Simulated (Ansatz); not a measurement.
# ClF2HfI (SMILES [F][Hf]([F])([Cl])[I]): what the fields show

```xyz
5

F     0.2247   -0.5263    1.8741
Hf    0.0675   -0.1343    0.0387
F     1.4721   -1.0030   -0.8665
Cl   -1.9684   -0.9442   -0.7470
I     0.2539    2.5343   -0.3406
```

Geometry: PBE0-D4/def2-TZVP; core potentials replace the inner electrons of Hf and I.

Theory: Ansatz 0.2.0, RKS PBE0-D4/def2-TZVPP.

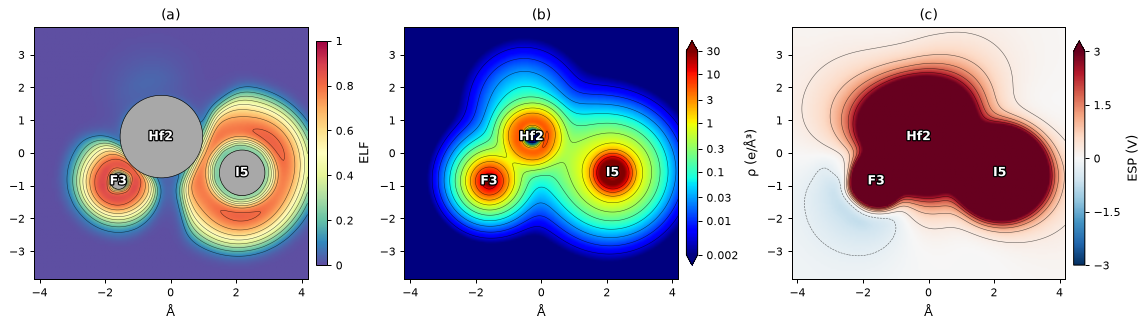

Figure 1. (a) electron localisation function; (b) electron density; (c) molecular electrostatic potential on the plane of atoms F3, Hf2 and I5. Grey discs cover the atomic cores in the ELF map.

**What does the map show?**

Atoms in the plane: Hf, F and I. Hf–F (1.88 Å): the density is about 0.99 e/Å³ at the midpoint; the ELF peaks at about 0.85 in the valence shell of F, 0.5 Å from its nucleus, and drops to about 0.25 between the two atoms. Hf–I (2.70 Å): ρ at the midpoint is about 0.49 e/Å³; the ELF peaks at about 0.75 in the valence shell of I, 1.2 Å from its nucleus, and is about 0.60 at the midpoint. Outside the dense part of the molecule the potential is most negative (−0.7 V) near F3.

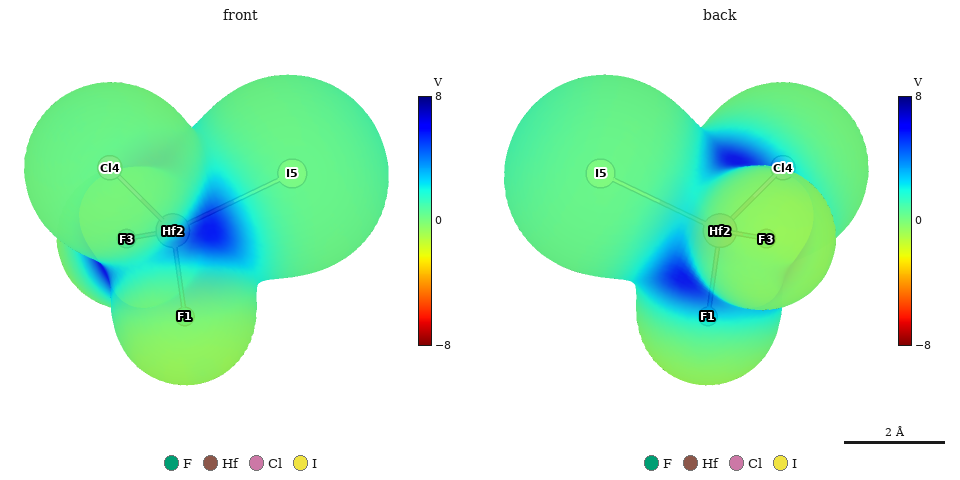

Figure 2. The molecular electrostatic potential painted on the density surface at 0.004 e/bohr³, seen from the front and from behind; red is negative and blue positive.

**Which sites attract a positive test charge, and which a negative one?**

A positive charge is drawn to the negative regions and a negative charge to the positive ones. The most negative region (about −0.7 V) lies over F1 and F3, the most positive (about +5.9 V) over Hf2. I5 shows a σ-hole: about +1.0 V at the tip opposite its bond, against about +0.3 V on its flanks.

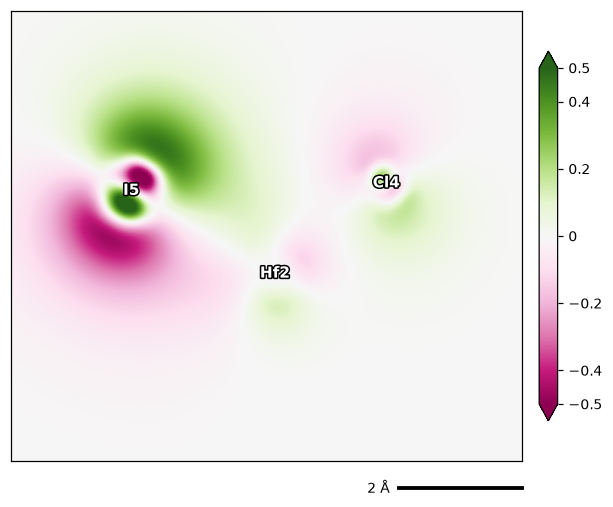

Figure 3. One frontier orbital on the plane of atoms Cl4, Hf2 and I5 (values in Å⁻³ᐟ²; the overall sign is arbitrary).

**Which orbital is it: HOMO or LUMO?**

The HOMO, at −8.40 eV. It lies mainly on I5 (about 85 %); largely a lone pair of I5.
